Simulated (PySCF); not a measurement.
CClO₂, charge −1, SMILES `[Cl-].O=C=O`.

Level of theory: TPSS/def2-SVPD (PySCF), at a geometry from GFN2-xTB. The pair's geometry is semi-empirical, so its contact may be too short or too long. GFN2-xTB bond lengths at metals and heavier atoms can be off by up to 0.1 Å and shapes distorted, which carries into these values.

Coordinates in Å:

```
Cl1     -1.3353    0.0000    0.0000
O2       1.1220   -1.1307    0.0000
C3       0.7913    0.0000    0.0000
O4       1.1221    1.1306    0.0000
```

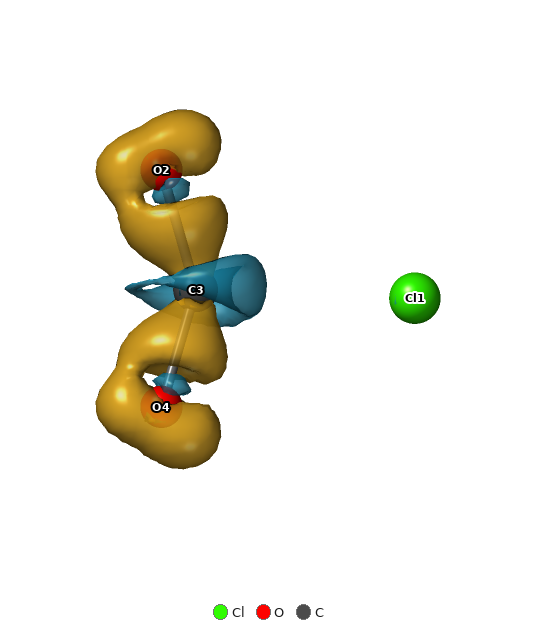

Deformation density (molecule less spherical, spin-averaged free atoms at the same positions), surfaces at ±0.15 e/Å³; yellow: gain, teal: loss.

**Describe the bonding that the map shows.**

C3–O4 and O2–C3: +0.65 e/Å³ at the bond critical point (bond length 1.18 Å). Cl1–C3: 0.00 e/Å³ at the bond critical point (bond length 2.13 Å). In all, 1.5 electrons gather in the regions of gain relative to the promolecule of neutral atoms (this includes the anion's extra charge). A small or negative value marks a very polar bond, one between electron-rich atoms, whose free-atom densities already overlap strongly, a long bond to a heavier atom, or a closed-shell contact such as a hydrogen bond.
